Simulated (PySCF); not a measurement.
System (SMILES): O=BF.
Geometry (B3LYP-D3(BJ)/def2-TZVP, fixed):
```xyz
3

F      0.0000     0.0000    -1.1989
B      0.0000     0.0000     0.0871
O      0.0000     0.0000     1.2943
```

Basis-set convergence of the lowest singlet excitation energy at PBE0 with PySCF. Tamm-Dancoff approximation; the state is taken by its order, and sets in which it differs in degeneracy or brightness are left out, yet its character can still change. All functions are spherical. Density fitting with generated auxiliary sets. No added dispersion term, no relativity. Reference: the value in d-aug-cc-pVTZ, 7.938 eV, itself unsure by roughly 0.009 eV (its mean distance from aug-cc-pVQZ, aug-pcseg-2, aug-cc-pVTZ). Deviations are taken from unrounded values. Cost is core time over that of 6-311+G**, rough, on shared machines of one kind; a dash marks a row that isn't timed (too short, read off another run, short of memory, by another algorithm or on other hardware).

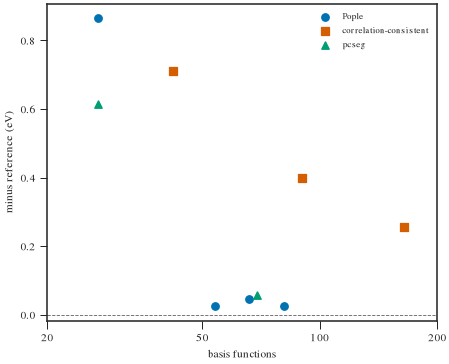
Fig. 1. Deviation from the reference against the number of basis functions, by family of sets.

```
basis            functions  lowest singlet excitation energy (eV)  minus reference (eV)  cost
---------------  ---------  -------------------------------------  --------------------  ----
6-31G                   27                                  8.803                 0.865     -
pcseg-0                 27                                  8.553                 0.615     -
cc-pVDZ                 42                                  8.648                 0.710  0.4×
6-31+G*                 54                                  7.962                 0.024     -
6-311+G**               66                                  7.983                 0.046    1×
aug-pcseg-1             69                                  7.994                 0.056  0.7×
6-311++G(2d,2p)         81                                  7.963                 0.025    1×
cc-pVTZ                 90                                  8.337                 0.399    1×
cc-pVQZ                165                                  8.194                 0.256    5×
```
